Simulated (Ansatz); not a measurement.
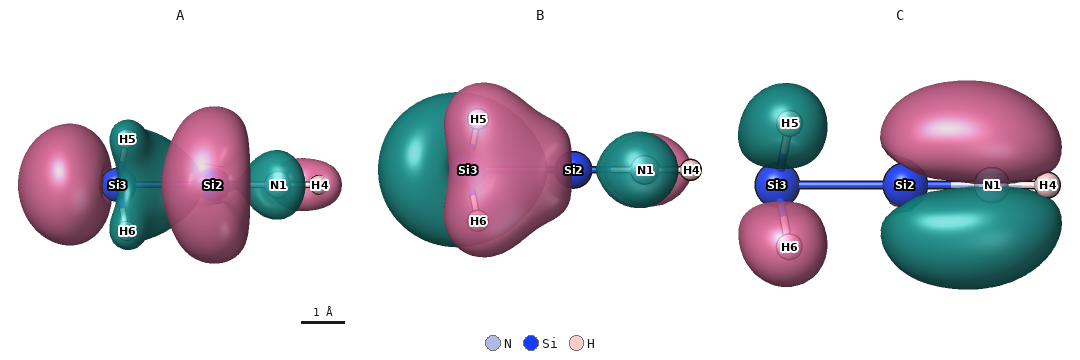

Figure. H$_{3}$NSi$_{2}$. Three frontier orbitals at ±0.08 Å⁻³ᐟ² (teal and pink are the two phases), in no order.

Geometry: PBE0-D4/def2-TZVP.

Method: Ansatz 0.2.0, RKS PBE0-D4/def2-TZVPP.

```xyz
6

N    -1.0001    0.4104   -0.2928
Si    0.1884    0.1768    0.6459
Si    1.8119   -0.1666    2.2153
H    -1.6840    0.5594   -1.0027
H     2.4203    0.9390    1.3391
H     2.1489   -1.2223    1.1518
```

### Which picture is the HOMO−1, the HOMO and the LUMO?

C is the HOMO−1 (−8.40 eV). It lies mainly on N1 (about 60 %) and Si2 (about 25 %). B is the HOMO (−7.06 eV). By Hirshfeld shares it lies mainly on Si3 (about 65 %), Si2 (about 10 %), N1 (about 10 %), H5 (about 5 %) and H6 (about 5 %). A is the LUMO (−1.66 eV). It lies mainly on Si2 (about 40 %), Si3 (about 40 %) and N1 (about 10 %).

### What is the HOMO–LUMO gap?

5.40 eV between the orbital energies.
